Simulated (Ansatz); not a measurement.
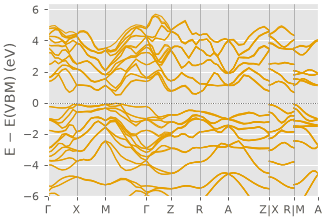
Band structure from PBEsol with spin–orbit coupling (plane waves, PAW; program Ansatz)

Problem. Read off the gap and where the band edges lie.

Solution. About 0.4 eV (0.39 eV by a search for the band edges); maximum on the M–Γ line, 32 % of the way from M, minimum on the M–Γ line, 31 % of the way from M.

The material is Ge in space group P4_32_12 (No. 96; Ge on 4a, Ge on 8b).

The workflow started from a Materials Project entry (that database holds measured and hypothetical structures alike); the Crystallography Open Database files this formula in space group No. 96, but the cells were not matched. It is not the phase usual at ambient conditions (space group No. 227). The PBEsol relaxation kept the symmetry of its start; whether a distortion lowers the energy is not shown.

Potentials: the earlier of the program's two PAW sets. The files were generated under PBE; for other functionals the program regenerates the frozen cores, and for LDA and PBEsol the local potential too.
